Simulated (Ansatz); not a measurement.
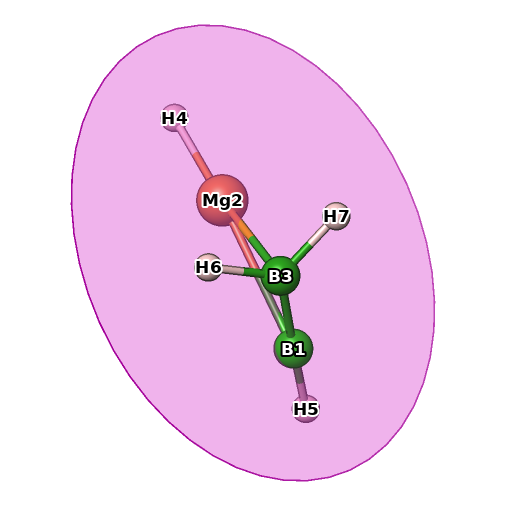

A disc through the centre of mass is drawn in. Depth is shown by fading: the farther an atom, the more it takes the colour of the background. Computed geometry: PBE0-D4/def2-TZVP optimisation. No frequency run is at hand to confirm it as a minimum.

Is the plane of the disc a mirror plane of the structure?

Answer. No. The point group is Cs, with 1 mirror plane, and this plane isn't one of its mirror planes.
